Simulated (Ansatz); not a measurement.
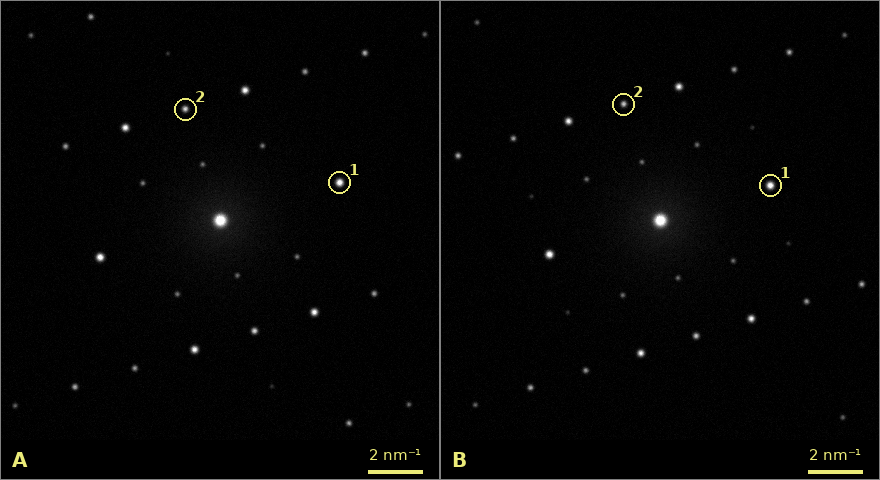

Kinematic electron diffraction patterns (200 kV, B = 0.5 Å², same scale) along [110] of the run's own cell, for the start and the end of one relaxation of Si3O with DFT PBE, scalar-relativistic, plane waves, PAW in Ansatz. k mesh 12×12×10. The start is a generated model structure, and the relaxation ends in the nearest stationary point of its symmetry, not necessarily the ground state. Spot 1 is 0 0 -2 and spot 2 is -2 2 0 in both.

Start structure:

```
CELL_PARAMETERS angstrom
5.34144 0.00000 0.00000
-2.67072 4.62582 0.00000
0.00000 0.00000 4.28733
ATOMIC_POSITIONS crystal
Si 0.83300 0.66600 0.25000
Si 0.16700 0.83300 0.75000
Si 0.33400 0.16700 0.25000
Si 0.16700 0.33400 0.75000
Si 0.83300 0.16700 0.25000
Si 0.66600 0.83300 0.75000
O 0.33333 0.66667 0.25000
O 0.66667 0.33333 0.75000
```

**Which pattern belongs to the start structure, and which to the relaxed one?**

A is the start: its cell gives d(1) = 2.144 Å, d(2) = 2.313 Å and an angle of 90.0°. B is the relaxed structure, with d(1) = 2.324 Å (+8.4 %), d(2) = 2.213 Å (-4.3 %) and 90.0°.

**What did the relaxation do to the structure and the energy?**

The volume changed by -0.8 % to 13.14 Å³ an atom; the fractional coordinates hardly changed; the space group stayed P6_3/mmc (No. 194); the free energy fell by 42 meV an atom. Relaxed cell: a = 5.110 Å, b = 5.110 Å, c = 4.648 Å, α = 90.00°, β = 90.00°, γ = 120.00°.
